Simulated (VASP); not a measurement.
Band structure of HfN (rock salt). Computed with LDA (Ceperley-Alder, Perdew-Zunger) with spin-orbit coupling, VASP's LDA PAW potentials (set 64) (plane waves; VASP 6.6.1).

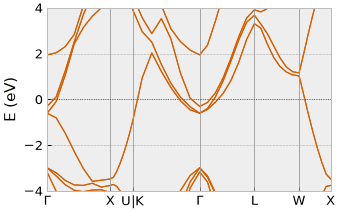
*Bands along high-symmetry lines, zero at the valence-band maximum or, without a gap, the Fermi level*

Question: Read the plot: is there a gap, and where are the band edges?

Answer: It has no gap at this level: it comes out as a metal or semimetal.

The compound is HfN in the rock salt structure. It was relaxed first.
